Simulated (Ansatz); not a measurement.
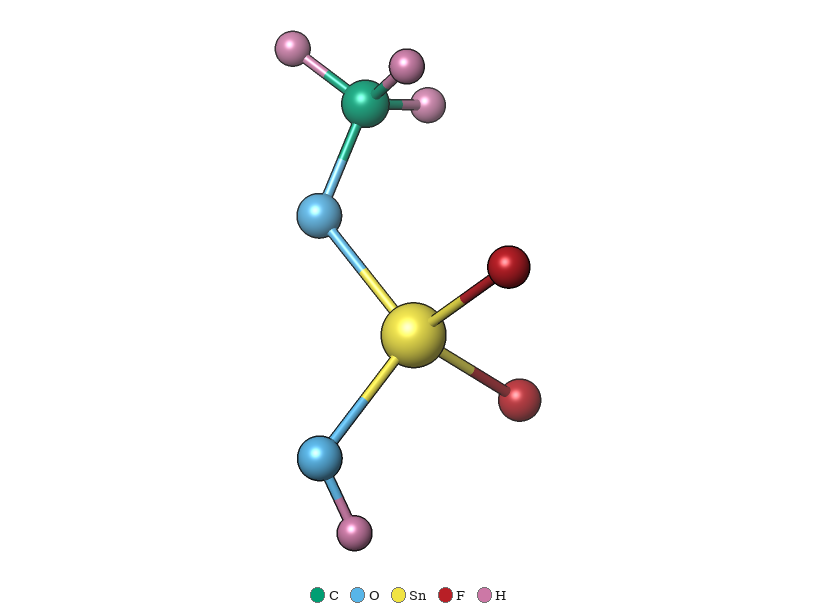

Computed geometry: PBE0-D4/def2-TZVP optimisation. No frequency run is at hand to confirm it as a minimum.

Give the structural formula.

SMILES: C[O][Sn]([OH])([F])[F]

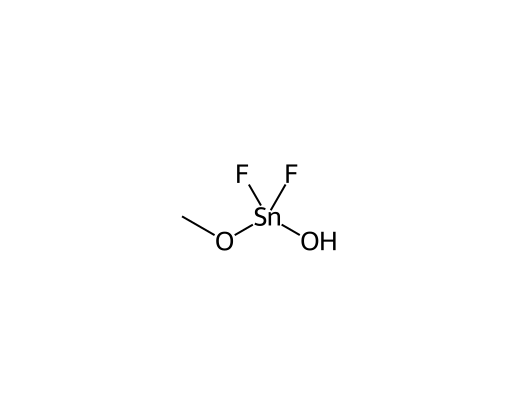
